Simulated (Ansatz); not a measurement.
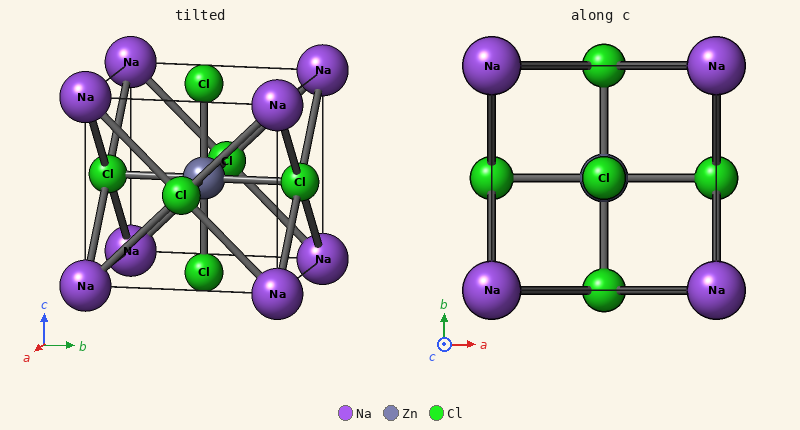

This ball-and-stick model is shown slightly off an axis and along the c axis. Thin lines show the conventional unit cell, with boundary atoms drawn in all their periodic places.

NaZnCl₃, space group P4/mmm (No. 123), a = 4.931 Å, b = 4.931 Å, c = 4.798 Å, α = 90.00°, β = 90.00°, γ = 90.00°. The structure was taken from a structure type filled with these elements by a generator (whether the compound takes this form wasn't checked). The cell was then strained or its atoms displaced on purpose. It went into a calculation with Ansatz.

This one geometry was computed with Ansatz (DFT, plane waves, PAW) at three levels of theory: r2SCAN, HSE06 and PBE. It was relaxed with r2SCAN and then strained.

### How does the band gap change with the level of theory?

PBE: a gap of 1.62 eV, indirect; r2SCAN: a gap of 2.27 eV, indirect; HSE06: a gap of 3.12 eV, indirect.

### Collect the results in a table.

| level | cutoff (eV) | k-mesh of the run's cell | gap (eV) | pressure (GPa) |
| --- | --- | --- | --- | --- |
| r2SCAN | 500 | 6×6×6 | 2.27 | -0.6 |
| HSE06 | 420 | 4×4×4 | 3.12 | 0.0 |
| PBE | 420 | 6×6×6 | 1.62 | 0.7 |

Gaps are taken on the k-mesh or band path of each run.
